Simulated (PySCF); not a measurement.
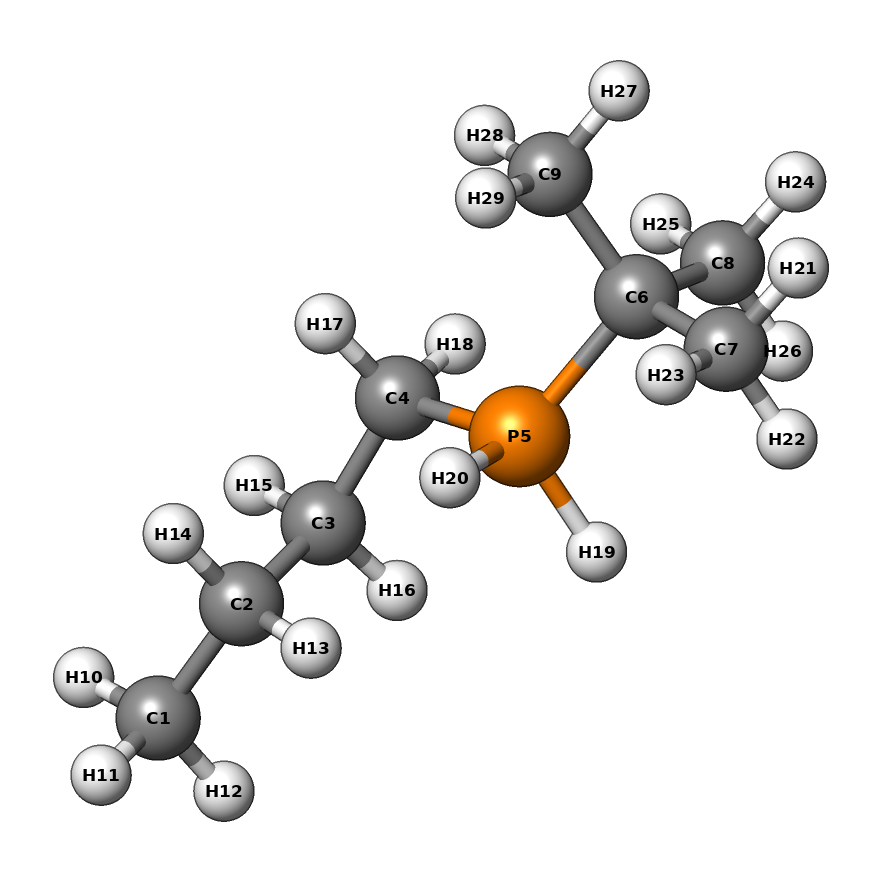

Every bond is drawn as one stick. Charge +1, singlet. The computed structure is the end point of a PBE0-D3(BJ)/def2-SVP optimisation. No frequency run is at hand to confirm it as a minimum. Method: PBE0/pcSseg-1 in acetonitrile (IEF-PCM) (PySCF 2.14.0).

List the Mayer bond orders of C1–C2, C2–C3, C3–C4, C4–P5, P5–C6, C6–C7, C6–C8, C6–C9 (bonds between heavy atoms, one of each equivalent set).

```tsv
bond	Mayer order	length (Å)
C1–C2	1.07	1.520
C2–C3	1.01	1.524
C3–C4	1.04	1.530
C4–P5	0.98	1.811
P5–C6	0.94	1.837
C6–C7	1.00	1.532
C6–C8	0.99	1.531
C6–C9	0.98	1.531
```
